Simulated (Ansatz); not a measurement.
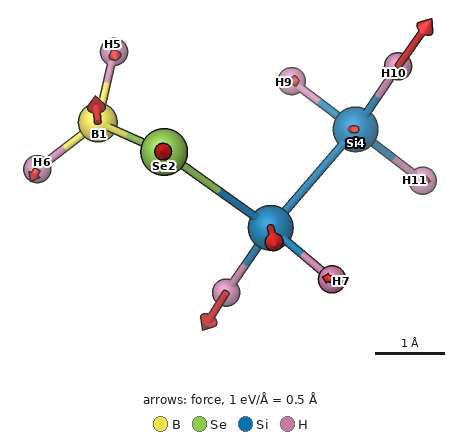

Starting geometry of BSi₂H₇Se (coarse preliminary run) with the computed forces as red arrows. A ball-and-stick model, seen at a tilt.

The start comes from a force field.

Theory: RKS PBE-D4/def2-SVP in Ansatz 0.2.0. Set-up: force threshold 0.03 eV/Å; at most 200 steps.

Q: Is this structure relaxed? If not, where do the atoms go?

A: It isn't relaxed: the largest force vector, on a Si atom, is 2.80 eV/Å. The final displacements have little in common with the starting forces (cosine between the two patterns 0.06). Over 16 geometry steps the energy falls by 25.6 kcal/mol. Largest force component: 2.7 eV/Å at the start, 0.019 eV/Å at the end. The atom that moves furthest after the best rigid fit is an H atom (1.47 Å). Largest moves by element: H 1.47 Å, Se 0.25 Å, B 0.14 Å, Si 0.13 Å. Near-neighbour distances that change, for instance: Si–Si 2.190 → 2.350 Å, H–Si 1.399 → 1.505 Å, H–Si 1.422 → 1.504 Å, Se–Si 2.285 → 2.334 Å. Bond angles that change, for instance: B–Se–Si 89.4° → 97.5°, Se–B–H 123.2° → 116.0°, H–B–H 115.6° → 122.5°. Groups turn about B–Se by about 90°. Cost: 21 s on 4 threads of Arm Neoverse V2 (shared host).
